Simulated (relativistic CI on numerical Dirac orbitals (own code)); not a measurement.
**Hg XXXIII (Hg³²⁺): levels and lines**

What are the lowest levels and the strongest lines of Hg³²⁺? One CI run answers it; runs with one setting changed show what the result hangs on.

Program: relativistic CI on numerical Dirac orbitals (own code) version 2. Level of theory: Dirac-Coulomb-Breit CI, KLI orbitals optimised for each configuration, model QED (radiative potential, 1s self-energy scaled to tabulated hydrogen-like ionisation energies). These are calculated values, not measurements, unless marked.

## (1) What is computed

- ion: Hg³²⁺ (Hg XXXIII)
- nuclear charge: 80
- electrons: 48
- isotope: A = 202
- first configuration typed: [Kr] 4d10 4f2

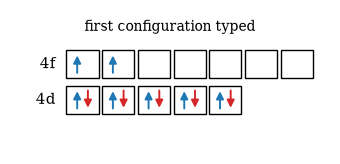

The shells outside the core, filled by Hund's rule for the drawing.

## (2) The main run

Input settings:

```ini
atom Hg  Z=80  charge=32  electrons=48
nucleus A=202  rms_radius_fm=5.4648
hamiltonian dirac-coulomb  breit=on  qed=on  c_scale=1
orbitals kli  potential=per-configuration
slater_scale 1
correlation none
mixing on
configurations
  [Kr] 4d10 4f2
  [Kr] 4d9 4f3
  [Kr] 4d10 4f 5s
  [Kr] 4d10 4f 5p
  [Ar] 3d10 4s2 4p5 4d10 4f3
  [Kr] 4d10 5s2
  [Kr] 4d10 5s 5p
  [Kr] 4d10 4f 5d
  [Ar] 3d10 4s 4p6 4d10 4f3
  [Kr] 4d10 5p2
  [Kr] 4d10 5s 5d
  [Kr] 4d9 4f2 5s
  [Kr] 4d9 4f 5s2
  [Kr] 4d10 4f 5f
  [Kr] 4d10 5p 5d
  [Kr] 4d9 4f2 5p
end
```

## (3) Non-relativistic limit (c × 1000)

Settings: those of step 2 with these lines changed.

```diff
@@ -2,3 +2,3 @@
 nucleus A=202  rms_radius_fm=5.4648
-hamiltonian dirac-coulomb  breit=on  qed=on  c_scale=1
+hamiltonian dirac-coulomb  breit=off  qed=off  c_scale=1000
 orbitals kli  potential=per-configuration
```

## (4) The first configuration alone

Input settings:

```ini
atom Hg  Z=80  charge=32  electrons=48
nucleus A=202  rms_radius_fm=5.4648
hamiltonian dirac-coulomb  breit=on  qed=on  c_scale=1
orbitals kli  potential=per-configuration
slater_scale 1
correlation none
mixing on
configurations
  [Kr] 4d10 4f2
end
```

(Steps that only read results are left out.)

Q: Predict the outcome of this session. Wanted: lowest level; first excitation; lowest level of the other parity; fastest E1 line; ionisation energy.

The runs gave:

| run | time | mean size of shift, levels followed (cm⁻¹) | lowest level | ionisation energy (eV) |
| --- | --- | --- | --- | --- |
| main run | 2.6 s | 0 | 4f2 3H4 | 1205.3 |
| non-relativistic limit (c × 1000) | 1.5 s | 50504 | 4f2 3H4 | - |
| the first configuration alone | 0.12 s | 1736 | 4f2 3H4 | - |

The tabulated theoretical ionisation energy (NIST) is 1220 eV.

| quantity | value |
| --- | --- |
| lowest level | 4f2 3H4 |
| first excitation | 4f2 3F2, 24963 cm⁻¹ |
| lowest level of the other parity | 4f 5s 3F°2, 213.01 eV |
| levels in the model | 1671 |
| fastest E1 line (by rate) to the lowest level among the lowest 200 of 1671 levels | 4.967 nm, from 4d9 4f3 3I°5 + 5K° (iv) |
| ionisation energy | 1205.3 eV |
| ionisation energy, tabulated theoretical (NIST) | 1220 eV |

What this shows: 4f2 3H4 comes out lowest; its LS label holds 85 % and its jj label 98 %; over the low levels the means are 79 and 89 %, so jj coupling describes them better. The ionisation energy agrees with the tabulated theoretical value within its uncertainty of 60 eV. The largest mover is «non-relativistic limit (c × 1000)» (50504 cm⁻¹ on average). Lifetimes count radiative decay inside the model alone.
